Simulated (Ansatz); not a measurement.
# What Li interstitial (started 3.05 Å from the nearest host atom), symmetric start does to Sr

Start from a 12-atom supercell of Sr in the fcc (Cu type) structure (space group Fm-3m, No. 225; a = 6.100 Å) at its relaxed geometry.

The change: a neutral Li interstitial (started 3.05 Å from the nearest host atom), symmetric start, atoms relaxed at fixed cell.

Calculations: DFT with r2SCAN, PAW potentials and a 500 eV plane-wave cutoff in Ansatz (a first-principles code), scalar-relativistic without spin-orbit coupling. Γ-centred 5×4×5 mesh, Fermi–Dirac width 0.05 eV.

The pressure goes from zero to 0.7 GPa and the largest displacement of a host atom from its site in the perfect cell is 0.16 Å. The final site of the added atom comes out as 6 Sr at 3.20 Å (octahedral).

Final structure:

```yaml
crystal:
  lattice:
    - [0.00000, 6.09990, 6.09990]
    - [6.09990, -6.09990, 6.09990]
    - [6.09990, 6.09990, 0.00000]
  atoms:
    - { symbol: Sr, position: [0.00000, 0.00000, 0.00000] }
    - { symbol: Sr, position: [0.00000, 0.00000, 0.50000] }
    - { symbol: Sr, position: [0.17256, 0.32123, 0.17256] }
    - { symbol: Sr, position: [0.17256, 0.32123, 0.65489] }
    - { symbol: Sr, position: [0.33333, 0.66024, 0.33333] }
    - { symbol: Sr, position: [0.34511, 0.67877, 0.82744] }
    - { symbol: Sr, position: [0.50000, 0.00000, 0.00000] }
    - { symbol: Sr, position: [0.50000, 0.00000, 0.50000] }
    - { symbol: Sr, position: [0.65489, 0.32123, 0.17256] }
    - { symbol: Sr, position: [0.66667, 0.33976, 0.66667] }
    - { symbol: Sr, position: [0.82744, 0.67877, 0.34511] }
    - { symbol: Sr, position: [0.82744, 0.67877, 0.82744] }
    - { symbol: Li, position: [0.00000, 0.50000, 0.00000] }
```

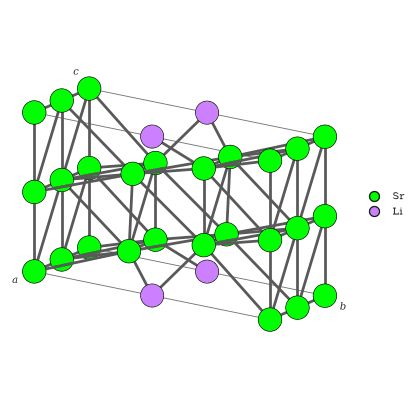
Fig. 1. The relaxed cell after the change

The cell is small, so the values are those of an ordered compound at a high defect concentration; dilute-limit values will differ. The defect started on the symmetric site and kept its symmetry, so it may sit on a saddle. The defect cell is not spin-polarised.
